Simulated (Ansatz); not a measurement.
The reference is WSe$_{2}$ in the 2H-MoS2 type structure (space group P6_3/mmc, No. 194; a = 3.2790 Å, c = 12.7858 Å; layered, stacked along the Cartesian z axis). Axes: x lies along a and z along c of the hexagonal cell.

Now apply this change: tensile biaxial strain of 0.92 % in the plane normal to [001], as in epitaxy on a mismatched substrate; the out-of-plane cell vector and the atoms relax.

Method: Ansatz (an electronic-structure program) PBE-D3(BJ), no spin-orbit coupling, earlier PAW set.

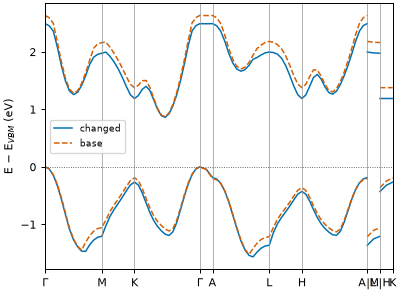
Figure. Highest valence and lowest conduction band along the path, each from its own valence-band maximum

Task: Read the changed gap and its character from the plot.

Result: About 0.9 eV, indirect, Γ → K–Γ (47 % along).

Spin-orbit coupling, missing from the scalar runs, can matter with W. Stability against distortions was not tested.
